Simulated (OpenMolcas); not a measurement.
# Run report: Mo³⁺ complex, multiconfigurational calculation

Mo³⁺ with 6 ligands (F; octahedron, 2 Å), embedded in Cs2NaYF6 by model potentials and point charges, whose field is part of the energies. Computed at this level: state-averaged SS-CASPT2, IPEA shift 0.25, imaginary shift 0.1 hartree, closed shells 4s 4p of the metal and the valence shells of the ligands correlated, active space 3 electrons in the shell 4d, basis ANO-RCC-VTZP on the metal and ANO-RCC-VDZP on the ligands, DKH2 scalar Hamiltonian, spin-orbit coupling by RASSI with atomic mean-field integrals (OpenMolcas).

Output (extracts):
```
--- CASPT2 ---
Orbital specifications:
      -----------------------

      Symmetry species                           1   2
                                                ag  au
      Frozen orbitals                           11   9
      Inactive orbitals                         13  15
      Active orbitals                            5   0
      Secondary orbitals                        61  62
      Deleted orbitals                           0   0
      Number of basis functions                 90  86
Type of calculation                        SS-CASPT2
      Fock operator                              state-specific
      IPEA shift                                 0.25
      Real shift                                 0.00
      Imaginary shift                            0.10
      The input orbitals will be transformed to quasi-canonical
Reference energy:       -4644.2753997858
      E2 (Non-variational):      -1.6636196677
      Shift correction:          -0.0010716585
      E2 (Variational):          -1.6646913262
      Total energy:           -4645.9400911120
      Residual norm:              0.0000006813
      Reference weight:           0.72237
      Contributions to the CASPT2 correlation energy
      Active & Virtual Only:         -0.0164395036
      One Inactive Excited:          -0.1812302023
      Two Inactive Excited:          -1.4659499617
Reference energy:       -4644.1488744290
      E2 (Non-variational):      -1.6602740828
      Shift correction:          -0.0010683794
      E2 (Variational):          -1.6613424622
      Total energy:           -4645.8102168912
      Residual norm:              0.0000009259
      Reference weight:           0.72294
      Contributions to the CASPT2 correlation energy
      Active & Virtual Only:         -0.0161949384
      One Inactive Excited:          -0.1875453468
      Two Inactive Excited:          -1.4565337976
::    CASPT2 Root  1     Total energy:  -4645.94009111
::    CASPT2 Root  2     Total energy:  -4645.81021689
::    CASPT2 Root  3     Total energy:  -4645.81032576
::    CASPT2 Root  4     Total energy:  -4645.81019989
::    CASPT2 Root  5     Total energy:  -4645.78256934
::    CASPT2 Root  6     Total energy:  -4645.78257294
::    CASPT2 Root  7     Total energy:  -4645.78258446
::    CASPT2 Root  8     Total energy:  -4645.67189292
::    CASPT2 Root  9     Total energy:  -4645.67190079
::    CASPT2 Root 10     Total energy:  -4645.67189851
--- CASPT2 ---
Orbital specifications:
      -----------------------

      Symmetry species                           1   2
                                                ag  au
      Frozen orbitals                           11   9
      Inactive orbitals                         13  15
      Active orbitals                            5   0
      Secondary orbitals                        61  62
      Deleted orbitals                           0   0
      Number of basis functions                 90  86
Type of calculation                        SS-CASPT2
      Fock operator                              state-specific
      IPEA shift                                 0.25
      Real shift                                 0.00
      Imaginary shift                            0.10
      The input orbitals will be transformed to quasi-canonical
Reference energy:       -4644.2090779652
      E2 (Non-variational):      -1.6800349062
      Shift correction:          -0.0011137034
      E2 (Variational):          -1.6811486096
      Total energy:           -4645.8902265748
      Residual norm:              0.0000003588
      Reference weight:           0.71870
      Contributions to the CASPT2 correlation energy
      Active & Virtual Only:         -0.0242171512
      One Inactive Excited:          -0.1853386863
      Two Inactive Excited:          -1.4704790687
Reference energy:       -4644.2090779651
      E2 (Non-variational):      -1.6800586997
      Shift correction:          -0.0011136291
      E2 (Variational):          -1.6811723288
      Total energy:           -4645.8902502939
      Residual norm:              0.0000003593
      Reference weight:           0.71869
      Contributions to the CASPT2 correlation energy
      Active & Virtual Only:         -0.0242159000
      One Inactive Excited:          -0.1853637120
      Two Inactive Excited:          -1.4704790877
::    CASPT2 Root  1     Total energy:  -4645.89022657
::    CASPT2 Root  2     Total energy:  -4645.89025029
::    CASPT2 Root  3     Total energy:  -4645.89007384
::    CASPT2 Root  4     Total energy:  -4645.89021511
::    CASPT2 Root  5     Total energy:  -4645.89019401
::    CASPT2 Root  6     Total energy:  -4645.85948847
::    CASPT2 Root  7     Total energy:  -4645.85949125
::    CASPT2 Root  8     Total energy:  -4645.85932808
::    CASPT2 Root  9     Total energy:  -4645.77485672
::    CASPT2 Root 10     Total energy:  -4645.76225839
::    CASPT2 Root 11     Total energy:  -4645.76234935
::    CASPT2 Root 12     Total energy:  -4645.76235920
::    CASPT2 Root 13     Total energy:  -4645.76221909
::    CASPT2 Root 14     Total energy:  -4645.76227606
::    CASPT2 Root 15     Total energy:  -4645.76230604
::    CASPT2 Root 16     Total energy:  -4645.75878556
::    CASPT2 Root 17     Total energy:  -4645.75868785
::    CASPT2 Root 18     Total energy:  -4645.74397914
::    CASPT2 Root 19     Total energy:  -4645.74393778
::    CASPT2 Root 20     Total energy:  -4645.74395028
::    CASPT2 Root 21     Total energy:  -4645.72924710
::    CASPT2 Root 22     Total energy:  -4645.72924322
::    CASPT2 Root 23     Total energy:  -4645.72927276
::    CASPT2 Root 24     Total energy:  -4645.72627960
::    CASPT2 Root 25     Total energy:  -4645.68489622
::    CASPT2 Root 26     Total energy:  -4645.68492390
::    CASPT2 Root 27     Total energy:  -4645.63357778
::    CASPT2 Root 28     Total energy:  -4645.63357998
::    CASPT2 Root 29     Total energy:  -4645.63263165
::    CASPT2 Root 30     Total energy:  -4645.62456702
```

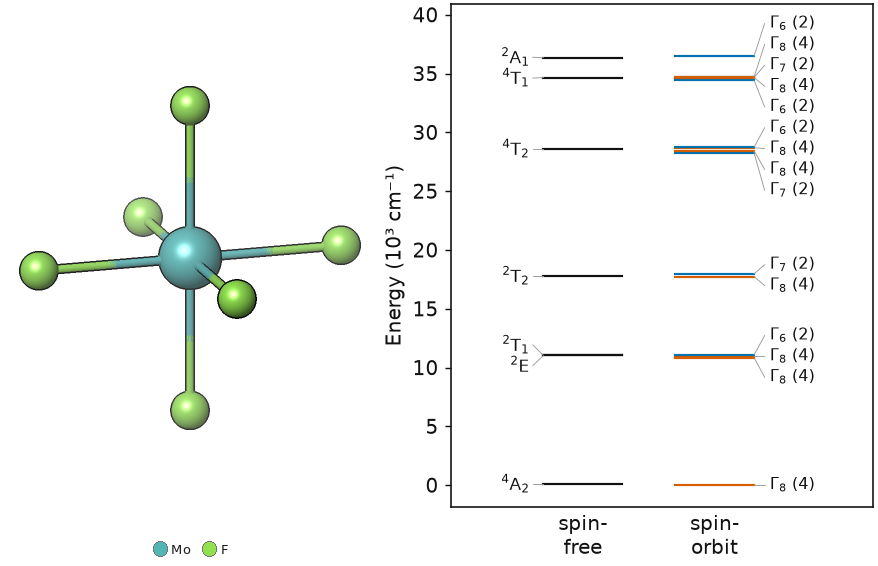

Fig. 1: Mo³⁺ (4d³) as a dopant in Cs₂NaYF₆, a cluster with its 6 nearest F⁻ at 2.000 Å (octahedron) embedded in model potentials and point charges; the geometry was set, not optimised, and its levels. Labels give the representation in O, Td, D4 or D3 as the site allows (double group for half-integer spin) where it could be assigned and, in brackets, the degeneracy; spin-free states, where drawn, share the zero of the spin-orbit levels. The ground level is Γ₈, 4-fold degenerate, 100 % from states of spin multiplicity 4. The next level lies at 10,800 cm⁻¹ (Γ₈). The lowest spin-free state is ⁴A₂; of the same spin there follow at 28,500 cm⁻¹ (⁴T₂) and 34,600 cm⁻¹ (⁴T₁) above it.

Input:
```
&GATEWAY
Basis set
Mo.ANO-RCC-VTZP.
Mo1 0.0 0.0 0.0 Angstrom
End of basis
Basis set
F.ANO-RCC-VDZP.
L1 2.000000 0.000000 0.000000 Angstrom
L2 0.000000 2.000000 0.000000 Angstrom
L3 0.000000 0.000000 2.000000 Angstrom
End of basis
Basis set
Na.EMB-AIMP.Ruiperez.7s4p.1s1p.ECP.Cs2NaYF6.
PseudoCharge
* 3 symmetry-unique lattice sites within 7.6 angstrom
End of basis
Basis set
Cs.EMB-AIMP.Ruiperez.0s.0s.ECP.Cs2NaYF6.
PseudoCharge
* 16 symmetry-unique lattice sites within 7.6 angstrom
End of basis
Basis set
F.EMB-AIMP.Ruiperez.0s.0s.ECP.Cs2NaYF6.
PseudoCharge
* 27 symmetry-unique lattice sites within 7.6 angstrom
End of basis
Basis set
Y.EMB-AIMP.Ruiperez.0s.0s.ECP.Cs2NaYF6.
PseudoCharge
* 6 symmetry-unique lattice sites within 7.6 angstrom
End of basis
Symmetry
XYZ
AngMom=0.0 0.0 0.0
AMFI
RICD
XField
1537 Angstrom 0
* Evjen-weighted lattice charges
&SEWARD
&RASSCF
FileOrb=start.orb
Symmetry=1
Spin=4
nActEl=3 0 0
Inactive=24 24
Ras2=5 0
CIRoot=10 10 1
SDav=10
CIMx=300
Iter=150 100
PrWF=0.3
OrbListing=Nothing
MaxOrb=0
LevShft=1.0
>>> COPY $Project.JobIph JOB001
&RASSCF
FileOrb=start.orb
Symmetry=1
Spin=2
nActEl=3 0 0
Inactive=24 24
Ras2=5 0
CIRoot=40 40 1
SDav=40
CIMx=300
Iter=150 100
PrWF=0.3
OrbListing=Nothing
MaxOrb=0
LevShft=1.0
>>> COPY $Project.JobIph JOB002
&RASSI
NrOfJobIphs=2 10 40
1 2 3 4 5 6 7 8 9 10
1 2 3 4 5 6 7 8 9 10 11 12 13 14 15 16 17 18 19 20 21 22 23 24 25 26 27
28 29 30 31 32 33 34 35 36 37 38 39 40
IphNames
JOB001
JOB002
EJob
SpinOrbit
DIPRint=1.0
SOCoupling=1000.0
Subsets=2
Property=9
'ANGMOM' 1 'ANGMOM' 2 'ANGMOM' 3 'MLTPL  1' 1 'MLTPL  1' 2 'MLTPL  1' 3
'AMFI' 1 'AMFI' 2 'AMFI' 3
SOProperty=3
'ANGMOM' 1 'ANGMOM' 2 'ANGMOM' 3
>>> COPY JOB001 $Project.JobIph
&CASPT2
Multistate=10 1 2 3 4 5 6 7 8 9 10
NoMult
Frozen=11 9
IPEA=0.25
Imaginary=0.1
MaxIter=60
WThr=0.0 0.3 0.05
PrWF=0.5
NoMix
>>> COPY JOB002 $Project.JobIph
&CASPT2
Multistate=40 1 2 3 4 5 6 7 8 9 10 11 12 13 14 15 16 17 18 19 20 21 22
23 24 25 26 27 28 29 30 31 32 33 34 35 36 37 38 39 40
NoMult
Frozen=11 9
IPEA=0.25
Imaginary=0.1
MaxIter=60
WThr=0.0 0.3 0.05
PrWF=0.5
NoMix
```

The file start.orb holds starting orbitals from an earlier step. A driver script formed the levels outside the program, from RASSI's spin-orbit matrix and the CASPT2 energies (for multi-state variants, the effective Hamiltonian), averaged over the components of each term or state. The log and the time are those of the CASPT2 step.

Command:
```bash
OMP_NUM_THREADS=1 MOLCAS_MEM=2457 MOLCAS_PROJECT=a pymolcas a.inp > a.log  # once for each step of the input, in one work folder
```

Results in brief:

- outcome: converged; degenerate states are split by up to 208 cm⁻¹
- energy of the lowest spin-free term: −4645.94009 hartree
- energy of the lowest spin-orbit level: −4645.94049 hartree
- CASPT2 correlation energy: −1.6647 hartree
- largest spread among components of a term: 208.1 cm⁻¹
- lowest reference weight: 0.714
- hardware: 1 thread of Intel Xeon (Sapphire Rapids), 16 GiB of memory available, shared host
- wall time: 4.2 min
- peak memory: 0.4 GiB

Remarks:

The components of ²T1, which symmetry makes degenerate, are split by 208 cm⁻¹ in CASPT2, and those of 1 more by over 50 cm⁻¹. This is an artefact; the levels of such states rest on averages and are uncertain by about as much. Limits: the geometry is set by hand, with no relaxation.
